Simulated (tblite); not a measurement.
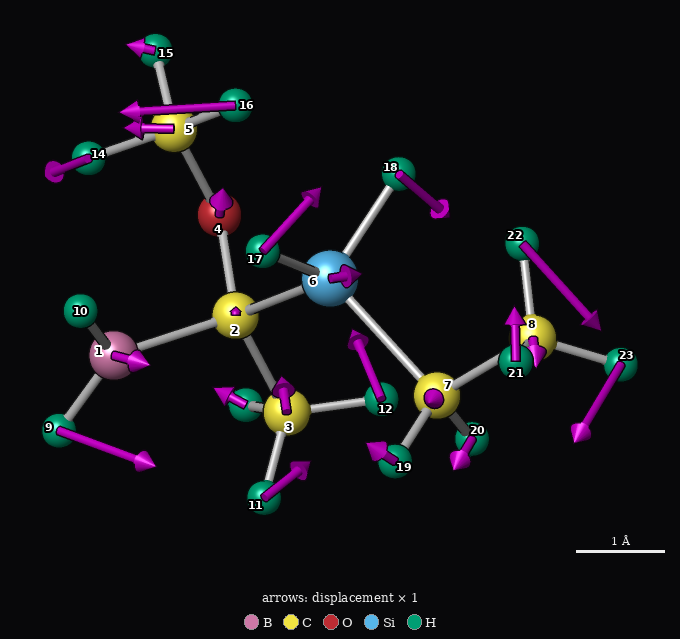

This is a relaxation of C5H15BOSi. The starting structure is drawn; purple arrows show the displacements, at their true length. The two geometries are superimposed by the best rigid fit.

A ball-and-stick model, seen at a tilt.

Level of theory: GFN2-xTB geometry optimisation, gas phase in tblite. 

### Which element moves most?

Hydrogen: up to 1.54 Å, against 0.61 Å for carbon.

### What happened in the run?

Over 272 geometry steps the energy falls by 1.318 eV. The atom that moves furthest after the best rigid fit is an H atom (1.54 Å). By element the largest moves are H 1.54 Å, C 0.61 Å, B 0.57 Å, O 0.46 Å, Si 0.44 Å. Some distances before and after: C–Si 2.849 → 3.494 Å, C–Si 1.853 → 1.958 Å, B–C 1.590 → 1.525 Å, C–O 1.394 → 1.441 Å. Bond angles that change, for instance: B–C–O 109.2° → 123.5°, O–C–Si 108.2° → 94.8°, B–C–C 110.1° → 118.6°. Groups turn about B–C by about 55°, C–O by about 55°, C–C by about 45°.
